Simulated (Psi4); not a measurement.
**GaF (SMILES [F][Ga]): a chain of runs**

We compute a geometry optimisation (B97-3c/def2-mTZVP), then vibrational wavenumbers, then the energy (CCSD(T)/def2-TZVP) of GaF. 

The results are computed with Psi4 1.11.

## Step 1: Starting point

GaF has 2 atoms, charge 0, and is taken as a singlet. SMILES: `[F][Ga]`. The shape comes from GFN2-xTB, which is rough for such elements, and wasn't checked as a minimum. The run starts from this shape.

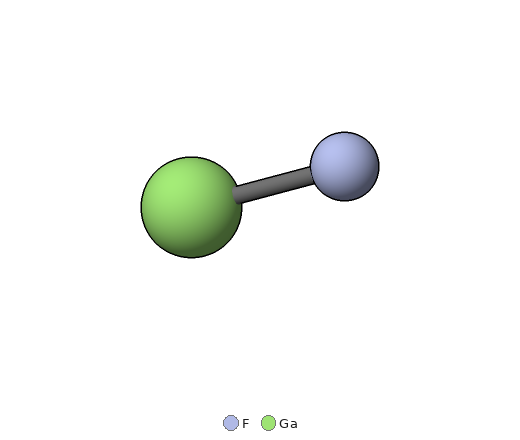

Viewed from a chosen angle; fluorine light blue, gallium green.

## Step 2: A structure relaxation at B97-3c/def2-mTZVP (density fitting) (run 1)

fga.xyz reads:

```xyz
2
FGa
F      0.000000     0.000000     0.000000
Ga     0.000000     0.000000     1.799150
```

run.py reads:

```python
import psi4

psi4.set_memory(1600000000)
psi4.set_num_threads(1)
psi4.core.set_output_file('run.log', False)

with open('fga.xyz') as f:
    atoms = ''.join(f.readlines()[2:])
geom = psi4.geometry('0 1\n' + atoms + 'symmetry c1')

options = {'reference': 'rks', 'geom_maxiter': 60}
psi4.set_options(options)

e, wfn = psi4.optimize('b97-3c', molecule=geom, return_wfn=True)
print('E =', round(e, 9))
print(geom.to_string(dtype='xyz', units='Angstrom'))
for k, v in sorted(psi4.core.scalar_variables().items()):
    print(f'{k:45s} {v:18.10f}')
```

On the command line:

```bash
$ python run.py
```

run.log:

```text
[...]
  Running in c1 symmetry.
[...]
  Nuclear repulsion =   82.061218784942895
[...]
  Multiplicity = 1
[...]
  Nalpha       = 20
  Nbeta        = 20
[...]
    Number of basis functions: 55
[...]
   @DF-RKS iter   1: -2023.53124487843729   -1.69564e+00   5.71955e-02 ADIIS/DIIS
[...]
   @DF-RKS iter  12: -2025.36528372952171   -2.27374e-13   1.89223e-09 DIIS
[...]
  @DF-RKS Final Energy: -2025.36528372952171
   => Energetics <=
    Nuclear Repulsion Energy =             82.0612187849428949
    One-Electron Energy =               -2989.1687191730852646
    Two-Electron Energy =                 967.9266193580617710
    DFT Exchange-Correlation Energy =     -86.1805739184027715
    Empirical Dispersion Energy =          -0.0038287810382208
    VV10 Nonlocal Energy =                  0.0000000000000000
    Total Energy =                      -2025.3652837295217068
[...]
 Multipole Moments:
 ------------------------------------------------------------------------------------
     Multipole            Electronic (a.u.)      Nuclear  (a.u.)        Total (a.u.)
 ------------------------------------------------------------------------------------
 L = 1.  Multiply by 2.5417464519 to convert [e a0] to [Debye]
 Dipole X            :          0.0000000            0.0000000            0.0000000
 Dipole Y            :          0.0000000            0.0000000            0.0000000
 Dipole Z            :          2.0863799           -1.2134090            0.8729710
 Magnitude           :                                                    0.8729710
[...]
  -Total Gradient:
     Atom            X                  Y                   Z
    ------   -----------------  -----------------  -----------------
       1       -0.000000000000    -0.000000000000     0.000445215692
       2       -0.000000000002    -0.000000000001     0.000082717330
[...]
    Final optimized geometry and variables:
    Molecular point group: c1
    Full point group: C_inf_v
    Geometry (in Angstrom), charge = 0, multiplicity = 1:
    F            0.000000000000     0.000000000000    -1.410393959297
    GA           0.000000000000     0.000000000000     0.388756040703
```

Standard output:

```text
Some dependencies such as QCElemental have not yet finished migration to pydantic v2. If issues are encountered please downgrade pydantic or upgrade QCElemental as appropriate
Optimizer: Optimization complete!
E = -2025.36528373
2
0 1 FGa
F                     0.000000000000     0.000000000000    -1.410393959297
Ga                    0.000000000000     0.000000000000     0.388756040703

B973C DISPERSION CORRECTION ENERGY                 -0.0013209651
CURRENT ENERGY                                  -2025.3652837295
CURRENT REFERENCE ENERGY                        -2025.3652837295
DD SOLVATION ENERGY                                 0.0000000000
DFT FUNCTIONAL TOTAL ENERGY                     -2025.3614549485
DFT TOTAL ENERGY                                -2025.3652837295
DFT VV10 ENERGY                                     0.0000000000
DFT XC ENERGY                                     -86.1805739184
DISPERSION CORRECTION ENERGY                       -0.0013209651
GRID ELECTRONS ALPHA                               19.9999940728
GRID ELECTRONS BETA                                19.9999940728
GRID ELECTRONS TOTAL                               39.9999881456
NUCLEAR REPULSION ENERGY                           82.0612187849
ONE-ELECTRON ENERGY                             -2989.1687191731
OPTIMIZATION ITERATIONS                             1.0000000000
PCM POLARIZATION ENERGY                             0.0000000000
PE ENERGY                                           0.0000000000
SCF ITERATION ENERGY                            -2025.3652837295
SCF ITERATIONS                                     12.0000000000
SCF TOTAL ENERGY                                -2025.3652837295
TWO-ELECTRON ENERGY                               967.9266193581
XC GRID RADIAL POINTS                              75.0000000000
XC GRID SPHERICAL POINTS                          302.0000000000
XC GRID TOTAL POINTS                            43148.0000000000
```

It took 3.9 s on 1 thread of Intel Xeon 6975P-C (Granite Rapids), shared host; peak memory 0.29 GiB.

## Step 3: The harmonic vibrations at B97-3c/def2-mTZVP (density fitting) (run 2)

calc.inp reads:

```
memory 1.6 GB

molecule {
  0 1
  F
  Ga 1 R2

  R2 = 1.79915
}

set globals {
  reference                  rks
  t                          400.0
  rotational_symmetry_number 1
}

freq('b97-3c')
print_variables()
```

On the command line:

```bash
$ psi4 -i calc.inp -o calc.out -n 1
```

calc.out:

```text
[...]
  Running in c2v symmetry.
[...]
  Nuclear repulsion =   82.061218784942895
[...]
  Multiplicity = 1
[...]
  Nalpha       = 20
  Nbeta        = 20
[...]
    Number of basis functions: 55
[...]
   @DF-RKS iter   1: -2023.53124487718424   -1.69564e+00   9.78756e-02 ADIIS/DIIS
[...]
  Running in cs symmetry.
[...]
   @DF-RKS iter  12: -2025.36528372930525    4.54747e-13   2.41725e-09 DIIS
[...]
  @DF-RKS Final Energy: -2025.36528372930525
   => Energetics <=
    Nuclear Repulsion Energy =             82.0612128266028975
    One-Electron Energy =               -2989.1687074912179014
    Two-Electron Energy =                 967.9266136043370352
    DFT Exchange-Correlation Energy =     -86.1805738890946031
    Empirical Dispersion Energy =          -0.0038287799326544
    VV10 Nonlocal Energy =                  0.0000000000000000
    Total Energy =                      -2025.3652837293052471
[...]
 Multipole Moments:
 ------------------------------------------------------------------------------------
     Multipole            Electronic (a.u.)      Nuclear  (a.u.)        Total (a.u.)
 ------------------------------------------------------------------------------------
 L = 1.  Multiply by 2.5417464519 to convert [e a0] to [Debye]
 Dipole X            :          0.0000000            0.0000000            0.0000000
 Dipole Y            :          0.0007951           -0.0004624            0.0003327
 Dipole Z            :          2.0863802           -1.2134090            0.8729712
 Magnitude           :                                                    0.8729713
[...]
  -Total Gradient:
     Atom            X                  Y                   Z
    ------   -----------------  -----------------  -----------------
       1        0.000000000000     0.000000169640     0.000445162522
       2        0.000000000000     0.000000031541     0.000082770844
[...]
  ==> Harmonic Vibrational Analysis <==
[...]
  Freq [cm^-1]                 585.2632
[...]
  IR activ [km/mol]            106.8107
[...]
  Total E_0, Enthalpy at 0 [K]                                                        -2025.36395040 [Eh]
[...]
  Total H, Enthalpy at  400.00 [K]                                                    -2025.35914693 [Eh]
[...]
  Total G, Gibbs energy at  400.00 [K]                                                -2025.39541180 [Eh]
[...]
```

On the terminal:

```text
Warning: used thermodynamics relations inappropriate for low-frequency modes: ['585.2632']
```

Run time: 8.7 s. Hardware: 1 thread of Intel Xeon 6975P-C (Granite Rapids), shared host; peak memory 0.34 GiB.

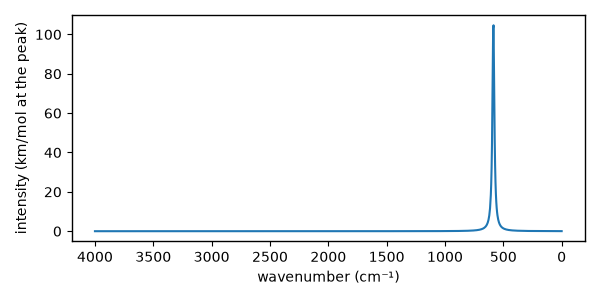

Harmonic infrared spectrum, unscaled, lines broadened by 10 cm⁻¹.

## Step 4: A single-point energy at CCSD(T)/def2-TZVP (run 3)

run.py reads:

```python
import psi4

psi4.set_memory(1600000000)
psi4.set_num_threads(1)
psi4.set_output_file('psi4.out', False)

m = psi4.geometry("""
F
Ga 1 1.79915
symmetry c1
""")

psi4.set_options({
    'basis': 'def2-TZVP',
    'scf_type': 'pk',
    'num_frozen_docc': 10,
})

energy_value = psi4.energy('ccsd(t)')
print(f'total energy {energy_value:.8f} hartree = {energy_value * 27.211386:.5f} eV')
```

On the command line:

```bash
$ python run.py
```

psi4.out:

```text
[...]
  Running in c1 symmetry.
[...]
  Nuclear repulsion =   82.061218784942881
[...]
  Multiplicity = 1
[...]
  Nalpha       = 20
  Nbeta        = 20
[...]
    Number of basis functions: 79
[...]
   @RHF iter   1: -2021.46730588597075   -3.57233e+00   3.58054e-02 ADIIS/DIIS
[...]
   @RHF iter  11: -2022.78961140398428   -1.36424e-11   5.66161e-09 DIIS
[...]
    Orbital Energies [Eh]
    ---------------------
    Doubly Occupied:
       1A   -378.825774     2A    -48.175852     3A    -42.502549
       4A    -42.502549     5A    -42.500677     6A    -26.213716
       7A     -6.404853     8A     -4.495490     9A     -4.495490
      10A     -4.490317    11A     -1.493195    12A     -1.208035
      13A     -1.208035    14A     -1.203031    15A     -1.203031
      16A     -1.198895    17A     -0.630217    18A     -0.574040
      19A     -0.574040    20A     -0.367763
[...]
  @RHF Final Energy: -2022.78961140398428
   => Energetics <=
    Nuclear Repulsion Energy =             82.0612187849428807
    One-Electron Energy =               -2989.1665647479026120
    Two-Electron Energy =                 884.3157345589753504
    Total Energy =                      -2022.7896114039845088
[...]
 Multipole Moments:
 ------------------------------------------------------------------------------------
     Multipole            Electronic (a.u.)      Nuclear  (a.u.)        Total (a.u.)
 ------------------------------------------------------------------------------------
 L = 1.  Multiply by 2.5417464519 to convert [e a0] to [Debye]
 Dipole X            :         -0.0000000            0.0000000           -0.0000000
 Dipole Y            :         -0.0000000            0.0000000           -0.0000000
 Dipole Z            :          2.1515051           -1.2134090            0.9380961
 Magnitude           :                                                    0.9380961
[...]
      * MP2 total energy                      = -2023.242328292994443
[...]
      * CCSD total energy                     = -2023.240081273166879
[...]
      * CCSD(T) total energy                  = -2023.256369018663918
```

Standard output:

```text
total energy -2023.25636902 hartree = -55055.61003 eV
```

Run time: 9.3 s. Hardware: 1 thread of Intel Xeon 6975P-C (Granite Rapids), shared host; peak memory 0.45 GiB.

## Step 5: Summary of results

```
                                                                        quantity             value
                               run 1, B97-3c/def2-mTZVP: total energy at the end    -2025.36528 Eh
                                         run 1, B97-3c/def2-mTZVP: dipole moment            2.22 D
                                           run 1, B97-3c/def2-mTZVP: HOMO energy          -6.76 eV
                                           run 1, B97-3c/def2-mTZVP: LUMO energy          -2.06 eV
                                         run 1, B97-3c/def2-mTZVP: HOMO–LUMO gap           4.70 eV
                                           run 1, B97-3c/def2-mTZVP: bond length           1.799 Å
                                   run 2, B97-3c/def2-mTZVP: harmonic wavenumber          585 cm⁻¹
                                     run 2, B97-3c/def2-mTZVP: zero-point energy        3.5 kJ/mol
run 2, B97-3c/def2-mTZVP: ideal-gas entropy at 400 K (symmetry number 1 as used)  56.9 cal/(mol K)
                                          run 3, CCSD(T)/def2-TZVP: total energy    -2023.25637 Eh
                   run 3, CCSD(T)/def2-TZVP: HOMO energy (Hartree–Fock orbitals)         -10.01 eV
                   run 3, CCSD(T)/def2-TZVP: LUMO energy (Hartree–Fock orbitals)           1.13 eV
                 run 3, CCSD(T)/def2-TZVP: HOMO–LUMO gap (Hartree–Fock orbitals)          11.14 eV
          run 3, CCSD(T)/def2-TZVP: correlation energy (10 core orbitals frozen)        -466.8 mEh
                                        run 3, CCSD(T)/def2-TZVP: (T) correction        -16.29 mEh
                                         run 3, CCSD(T)/def2-TZVP: T1 diagnostic             0.016
```

What this shows: The one mode (run 2, B97-3c/def2-mTZVP) is real, so the shape is a minimum at this level. The triples (run 3, CCSD(T)/def2-TZVP) make up 3.5 % of the correlation energy.
